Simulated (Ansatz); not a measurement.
## Electronic structure of CH₅Si₂ (charge +1) in real space

```xyz
8

C     0.6810   -0.0475    0.5875
Si    0.0353   -0.0373   -1.1945
Si   -1.0306   -0.5039    1.1639
H    -1.5378   -0.4791   -0.4141
H    -1.8650    0.5702    1.7370
H    -1.2785   -1.9172    1.5093
H     1.0708    0.9354    0.9109
H     1.4795   -0.7940    0.7535
```

Geometry: B3LYP-D3(BJ)/def2-SVP.

Level of theory: isolated molecule in a Gaussian basis; Kohn-Sham density functional theory, functional PBE0 in Ansatz 0.2.0.

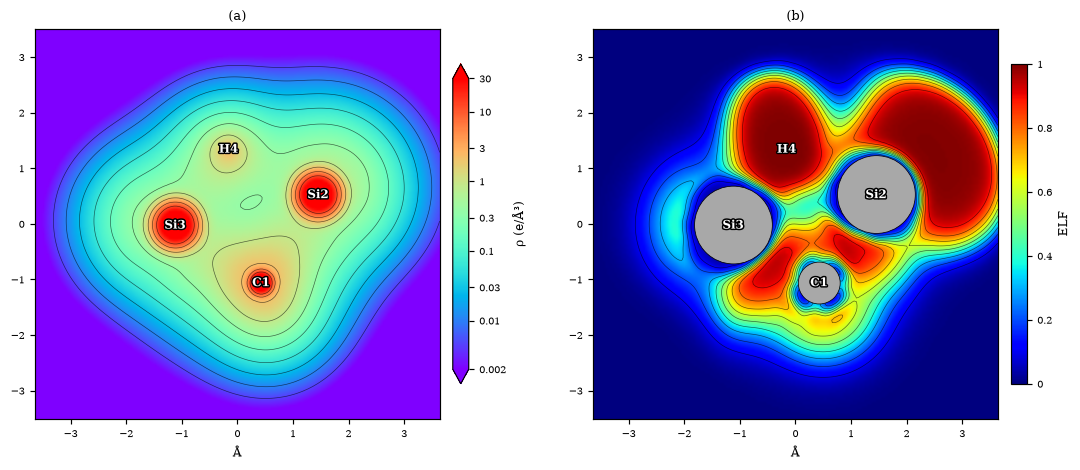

Figure 1. (a) electron density; (b) ELF on the plane of atoms Si2, C1 and Si3. Grey discs cover the atomic cores in the ELF map.

Question: What does the map show?

Answer:
- The section cuts through C, Si and H sites.
- C–Si (1.86 Å): ρ at the midpoint is about 0.94 e/Å³; the ELF peaks at about 0.95 between the atoms; a covalent bond.
- The ELF also peaks beside Si2, away from the bonds: lone-pair regions.

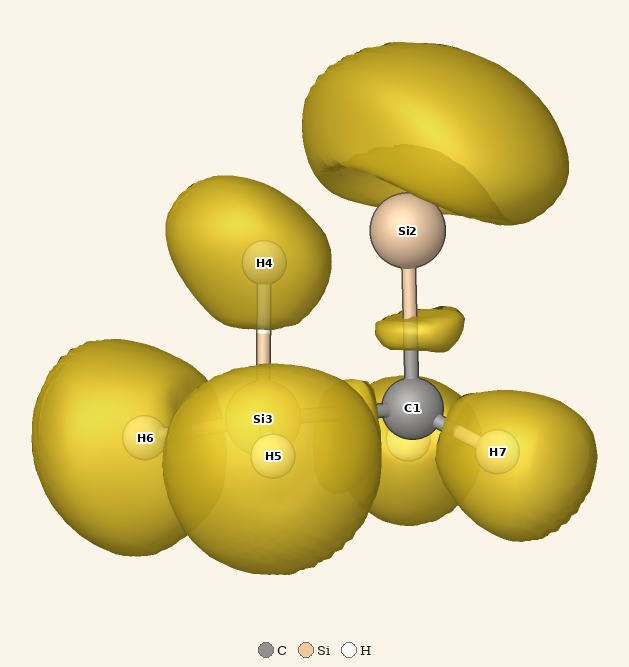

Figure 2. Isosurface of the electron localisation function at 0.85 (yellow), seen at a tilt. Only the valence region is drawn (cores and ρ < 0.01 e/Å³ removed).

Question: Where are the electrons localised?

Answer: The surface consists of two regions between bonded C–Si atoms (shared pairs), five regions around hydrogen nuclei and one lobe on Si, pointing away from the bonds (lone pairs).


 C–H (1.11 Å): the ELF climbs to about 1 towards the hydrogen, as it does in any bond to H: an ordinary covalent bond to hydrogen.

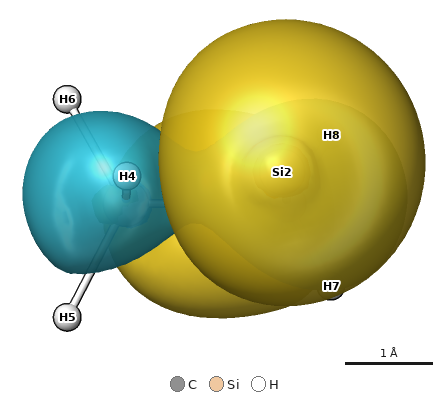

Figure 3. One frontier orbital at ±0.08 Å⁻³ᐟ² (yellow and cyan are the two phases), seen from one side.

Question: Which orbital is it: HOMO or LUMO?

Answer: The HOMO, at −13.05 eV. Its weight (Hirshfeld) is mainly on Si2 (about 50 %), C1 (about 25 %) and Si3 (about 15 %).
